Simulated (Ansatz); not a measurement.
# Molecular dynamics of C2H10O3Si2 (part 4 of 4)

Continued. System: C2H10O3Si2. Method: RKS PBE/6-31G* (Ansatz 0.2.0). It belongs to a series of runs on one base structure; here: dynamics from the start.

Geometry of the input (Å):
```
Si -0.4935  -0.4444  -0.1228
O  -0.9809  -0.7067  1.4505
Si -0.6645  0.0057  2.9300
H  -1.6725  -0.5109  3.9103
H  0.7130  -0.3509  3.4134
H  -0.7701  1.5027  2.8557
O  1.0852  0.0347  -0.2466
C  2.1937  -0.8492  -0.0454
H  2.0400  -1.8133  -0.5613
H  3.0909  -0.3601  -0.4584
H  2.3599  -1.0391  1.0314
H  -1.2875  0.6722  -0.7060
O  -0.6645  -1.8771  -0.9430
C  -1.7757  -2.7573  -0.7638
H  -1.9644  -2.9615  0.3055
H  -2.6957  -2.3391  -1.2149
H  -1.5395  -3.7059  -1.2731
```

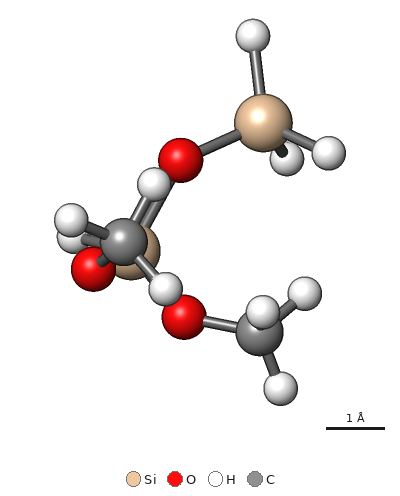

The geometry at step 191 of the log (ball-and-stick view, seen at a tilt).

## Trajectory as extended XYZ, continued
```
17
Properties=species:S:1:pos:R:3:forces:R:3 step=82 time_fs=41.0 energy=-24116.96354 temperature=507.1
Si   -0.5216   -0.3602   -0.2092    0.7949  -0.4811  -0.3185
O    -0.9810   -0.7500    1.3257   -0.2800   0.7455   2.1204
Si   -0.6119   -0.0796    2.8691    1.1368  -2.0406  -0.4346
H    -1.5271   -0.2534    4.0151   -1.0129   0.2017  -0.2103
H     0.4908   -0.9674    3.5361   -0.1909   0.6937  -0.7260
H    -0.2165    1.3032    2.6508    0.2117   0.7941   0.0938
O     1.1348    0.0272   -0.2503   -2.6991   1.7490  -1.2254
C     2.1380   -0.7820    0.2077    0.1906  -3.1120  -0.6325
H     1.8992   -1.8638   -0.1052    0.0940   0.6627   1.1335
H     3.0760   -0.6914   -0.3409    0.5022   1.0219  -0.1134
H     2.2632   -0.6338    1.2775    0.4005  -0.3701   0.5547
H    -1.3662    0.7477   -0.7886    0.5905  -0.0792   0.1253
O    -0.8276   -1.7960   -0.9974    1.0383   1.1538  -0.9972
C    -1.6751   -2.7895   -0.5546   -1.7692  -0.7883  -0.3971
H    -1.7593   -2.7684    0.5318   -0.6875  -0.0060   0.3031
H    -2.6424   -2.8780   -1.1469    0.0859   1.1648   0.8837
H    -1.3599   -3.7685   -0.8301    1.5942  -1.3098  -0.1597
17
Properties=species:S:1:pos:R:3:forces:R:3 step=109 time_fs=54.5 energy=-24117.05845 temperature=589.2
Si   -0.5455   -0.3354   -0.2593   -1.5270  -0.3922   2.0763
O    -0.9722   -0.7039    1.3616   -0.0677   0.1125  -1.1550
Si   -0.5650   -0.1138    2.8440   -0.6885  -0.5147   1.0302
H    -1.9244   -0.2160    3.6065    0.9726   0.2029  -0.0855
H     0.5188   -0.9724    3.5580   -0.5507   0.3962  -0.3764
H    -0.0575    1.2944    2.8148   -0.0008   0.1101   0.0180
O     1.0051   -0.0257   -0.2475    3.8529  -0.3771   0.4165
C     2.1605   -0.8386    0.2873   -0.9673   2.1618  -0.7296
H     2.0754   -1.9228    0.3004   -0.3953  -0.4070  -0.6777
H     2.9807   -0.4215   -0.3120    0.2976  -0.6633  -0.0450
H     2.3449   -0.5437    1.3179   -0.1187   0.3147   0.5489
H    -1.1410    1.0038   -0.6189   -0.1619  -0.5699  -0.2964
O    -0.8086   -1.7324   -1.0699   -1.2802  -1.3899   0.2837
C    -1.6505   -2.8557   -0.4832    0.0366   3.9653  -0.1697
H    -1.8366   -2.7180    0.5762    0.2138   0.2417   0.6091
H    -2.6008   -2.7552   -0.9723   -0.7371  -0.6343  -0.7011
H    -1.0859   -3.6999   -0.6371    1.1220  -2.5568  -0.7462
17
Properties=species:S:1:pos:R:3:forces:R:3 step=136 time_fs=68.0 energy=-24117.00289 temperature=602.1
Si   -0.5937   -0.3491   -0.2135    2.6809  -0.4577  -2.5390
O    -0.9772   -0.6399    1.3182   -0.5760  -0.0542   1.0664
Si   -0.5447   -0.1467    2.8451   -0.5181   1.4121   0.7389
H    -1.9536    0.1277    3.4488    0.9413  -0.7101   0.2367
H     0.5623   -1.0314    3.3895   -0.6716  -0.1286   0.1064
H     0.0665    1.2549    3.0067   -0.0708  -0.4514  -0.4437
O     1.1039   -0.0741   -0.2451   -3.0247   2.5259  -1.5657
C     2.1108   -0.7591    0.3219    2.2041  -1.1139   1.4562
H     1.8183   -1.7901    0.3090    0.4095  -1.5690   0.1227
H     3.1265   -0.6574   -0.1842   -1.0175   0.1443   0.0316
H     2.3077   -0.5119    1.4052   -0.1899   0.1837  -0.3591
H    -1.2025    0.8216   -0.9351    0.1173  -0.2070   0.4186
O    -0.8988   -1.7620   -1.1228    0.5305   2.2979   0.0352
C    -1.5608   -2.7920   -0.4952    0.7257  -2.3666   1.2952
H    -1.7276   -2.5977    0.5751    0.0636  -0.1479   0.2296
H    -2.5320   -2.9993   -0.8941   -1.0862  -0.1055  -0.8749
H    -0.9490   -3.7535   -0.5716   -0.5182   0.7481   0.0450
17
Properties=species:S:1:pos:R:3:forces:R:3 step=164 time_fs=82.0 energy=-24116.59989 temperature=456.0
Si   -0.5149   -0.3945   -0.2688   -1.3869   1.7958   0.9079
O    -1.0428   -0.5775    1.3390   -0.0954   0.1183  -0.3754
Si   -0.5395   -0.1349    2.8724    0.0059  -0.5756   0.3526
H    -1.5448   -0.1708    4.0602   -0.0957   0.8921  -1.0173
H     0.0611   -1.3880    3.4334    0.9529   0.0935  -0.1503
H     0.3359    1.1316    2.6876   -0.4346  -0.6513   0.5345
O     1.0632    0.0174   -0.3310    1.7943  -1.5837   0.9819
C     2.1099   -0.8313    0.4401   -0.1863   1.3712  -1.7514
H     2.0176   -1.9595    0.4482   -0.8676   0.9469   0.3569
H     2.9993   -0.6935   -0.2279   -0.1686   0.2799   0.8260
H     2.1838   -0.2939    1.4212    0.3086  -0.8928  -0.4762
H    -1.3073    0.7175   -0.9096    0.4916   0.0444   0.2215
O    -0.9862   -1.6691   -1.1470   -0.6812  -2.7104   0.5159
C    -1.5283   -2.8661   -0.4568    1.1462  -1.8812  -1.8338
H    -1.6511   -2.6759    0.6417   -0.4448  -0.1991  -0.8359
H    -2.4344   -3.2166   -1.0872    0.7910   0.7849   1.3797
H    -0.7863   -3.8238   -0.5905   -1.1294   2.1671   0.3634
17
Properties=species:S:1:pos:R:3:forces:R:3 step=191 time_fs=95.5 energy=-24116.66145 temperature=542.6
Si   -0.4851   -0.3716   -0.3049   -1.2930   0.3724   1.9269
O    -1.1274   -0.5054    1.3655    0.9400  -0.0489  -1.6297
Si   -0.5223   -0.1836    2.9004    0.4311   2.0185  -0.6704
H    -1.6271    0.4237    3.8074    0.5051  -0.8219  -0.3772
H     0.3503   -1.2847    3.3173   -0.1360  -0.8088   0.6196
H     0.5764    0.9386    2.8895   -0.7451  -0.4309  -0.0952
O     1.1513   -0.0023   -0.3391   -0.8388   0.5996  -0.4901
C     2.0465   -0.7515    0.4134   -1.0537  -2.2271   2.1558
H     1.5211   -1.7700    0.6013    1.7322   0.4601  -0.5936
H     3.0644   -0.7216    0.0471    0.3697  -0.5643  -0.9144
H     2.1785   -0.4401    1.4709   -0.3558   0.7798  -0.0029
H    -0.9827    0.9447   -0.7813   -0.3121  -0.3625  -0.4471
O    -1.1040   -1.7261   -1.1194    0.8352   1.9388   0.1261
C    -1.4552   -2.9423   -0.5135   -1.4233  -1.0741   0.7602
H    -1.8071   -2.7977    0.5545    0.8230  -0.0717  -0.4773
H    -2.4888   -3.2915   -0.9802    2.2796  -0.0216   0.1450
H    -0.5222   -3.6259   -0.5608   -1.7579   0.2626  -0.0356
17
Properties=species:S:1:pos:R:3:forces:R:3 step=218 time_fs=109.0 energy=-24117.01225 temperature=773.3
Si   -0.5337   -0.3206   -0.2486    1.0040  -0.6065  -2.6287
O    -1.1180   -0.4325    1.2624    1.0239   0.0702   2.6457
Si   -0.4739   -0.2086    2.8847   -1.3225   1.0925  -1.2325
H    -1.7376    0.3442    3.4890    0.2872  -0.2175   0.3720
H     0.0320   -1.4153    3.5968   -0.0055  -0.2805  -0.2102
H     0.5816    0.8880    3.0068   -0.1921  -0.4046  -0.2399
O     1.1686   -0.0057   -0.3892   -1.3463  -1.5492   1.1482
C     2.0353   -0.7987    0.5214   -0.6328   0.0732  -2.1854
H     1.8088   -1.8902    0.6084   -0.7506   0.5208   0.5289
H     2.9623   -0.8728   -0.0267    1.0569   0.4668  -0.0244
H     2.1143   -0.2040    1.4127    0.3893  -0.1669   1.0742
H    -1.0373    0.7307   -1.1679   -0.1670   0.2542   0.3430
O    -1.1615   -1.6778   -1.0686    0.3912  -0.9386   0.7219
C    -1.4085   -3.0242   -0.5217   -0.4604   1.2573  -0.5419
H    -1.7036   -2.9794    0.5409   -0.4145  -0.0403  -0.2070
H    -2.0945   -3.5807   -1.1906   -0.7583   0.7341   0.3312
H    -0.5903   -3.7030   -0.5986    1.8974  -0.2650   0.1050
17
Properties=species:S:1:pos:R:3:forces:R:3 step=245 time_fs=122.5 energy=-24116.84224 temperature=737.2
Si   -0.5614   -0.2983   -0.2962   -0.8229  -0.7442   0.8465
O    -1.0025   -0.3480    1.3277   -0.8325   0.1044  -3.0097
Si   -0.4929   -0.2127    2.8188    0.1275  -0.5658   2.3629
H    -1.5922    0.1523    3.7228   -0.3976   0.8807   0.2811
H    -0.3930   -1.6025    3.3840    0.8550  -0.1398  -0.0347
H     0.6944    0.6889    2.8800    0.1510  -0.0147   0.3574
O     1.0599   -0.1017   -0.3694    2.6067  -0.5037   1.1302
C     2.0654   -0.8175    0.5504   -0.5056   2.3130  -1.7204
H     1.6711   -1.7473    0.7968   -0.6191  -2.4469   0.0949
H     3.0693   -0.8735    0.0636   -0.7575   0.0232  -0.0872
H     2.1806   -0.3364    1.5205   -0.0349   0.8743   0.1132
H    -1.2583    0.7435   -1.0713    0.2157   0.3288   0.0234
O    -1.1768   -1.6665   -0.9588   -0.0677   0.4097  -0.4378
C    -1.3131   -3.0248   -0.5656   -0.1635   3.1963   1.5491
H    -1.7430   -3.1160    0.4121   -0.4829   0.0239   1.1714
H    -1.9682   -3.4078   -1.2371   -2.0543  -1.9409  -2.4261
H    -0.3853   -3.4545   -0.5526    2.7825  -1.7984  -0.2141
17
Properties=species:S:1:pos:R:3:forces:R:3 step=273 time_fs=136.5 energy=-24116.68819 temperature=699.7
Si   -0.5944   -0.2913   -0.3256    1.6935   0.6499   0.6874
O    -0.9547   -0.2382    1.2332   -1.0862   0.3502   3.5924
Si   -0.5231   -0.2405    2.8731    1.5928  -0.6378  -2.3002
H    -1.3166    0.5981    3.7279   -1.3625   0.0371   0.7119
H     0.0488   -1.6131    3.0860   -0.9057  -0.3410   0.6089
H     0.7708    0.3996    3.1316    0.6589   0.7236  -0.1124
O     1.0617   -0.2330   -0.3011   -2.2113   1.2994  -2.6157
C     1.9655   -0.7995    0.4997    3.5383  -0.0166   1.3082
H     1.7401   -1.8112    0.8908    0.0087  -0.1292  -0.2017
H     2.9469   -0.7777   -0.0859   -0.6013  -0.6993   0.6496
H     2.2097   -0.1441    1.3843   -0.3139  -0.3695  -0.1570
H    -1.0707    0.9729   -0.8789   -0.2295  -0.0041  -0.8132
O    -1.2116   -1.6427   -0.9038   -0.9920  -1.2162  -1.5849
C    -1.2013   -3.0267   -0.5928    0.7413  -0.0376  -0.2270
H    -1.7440   -3.2126    0.3318    0.1656   0.0284   0.8317
H    -1.7908   -3.5990   -1.3277    0.2586   0.2032  -0.4805
H    -0.1352   -3.4160   -0.5627   -0.9553   0.1595   0.1025
17
Properties=species:S:1:pos:R:3:forces:R:3 step=300 time_fs=150.0 energy=-24116.56224 temperature=679.8
Si   -0.5900   -0.2570   -0.3135   -0.9899  -2.0423   0.8115
O    -1.0181   -0.0990    1.3400    0.3646  -0.1304  -1.8148
Si   -0.4815   -0.2567    2.9027   -2.1644  -1.4051   0.3204
H    -1.6577    0.2562    3.6203   -0.1389   0.6596   0.5851
H    -0.5811   -1.7067    3.5151    0.7423   0.7086  -0.7341
H     0.7266    0.4865    3.1556    1.0414   0.3712   0.2921
O     1.0281   -0.2734   -0.4198    2.8549  -0.6163   0.8556
C     2.0569   -0.8349    0.5407   -2.5646  -1.5022  -0.6972
H     1.7126   -1.9214    0.8940    0.3726   2.0799  -0.1988
H     2.9685   -1.0805   -0.0346    0.0154   0.8039   0.1514
H     2.1202   -0.1023    1.3795    0.5449  -0.6121  -0.3848
H    -1.0015    0.6856   -1.3543   -0.3731   0.6397   0.2511
O    -1.3098   -1.6588   -0.9873    0.4733  -0.3198   1.0546
C    -1.1123   -3.0483   -0.5912    1.7852  -0.8119  -1.6361
H    -1.5525   -3.3102    0.4271   -0.1240   0.1685  -1.2600
H    -1.4672   -3.6827   -1.5675    0.3021   1.0955   2.6088
H     0.0600   -3.3652   -0.4954   -2.1418   0.9131  -0.2050
```

## Results in brief

| quantity | value |
| --- | --- |
| outcome | finished |
| mean temperature over the second half | 671 K |
| trajectory | 300 steps, 150 fs |
| ensemble | nvt_nose_hoover |
| temperature in the input | 1000.0 K |
| time step | 0.5 fs |
| potential energy (last step) | −24116.5623 eV |
| mean-field energy (last step) | −24116.5623 eV |
| largest force (length of the vector) (last step) | 3.053 eV/Å |
| hardware | 4 threads of AMD EPYC (Zen 3), 24 GiB of memory available, shared host |
| wall time | 8.6 min (CPU time 32 min) |
| peak memory | 0.23 GiB |

## Remarks

So short a trajectory is not equilibrated. The temperature stays far from the 1000 K of the thermostat over the second half: the run isn't equilibrated.
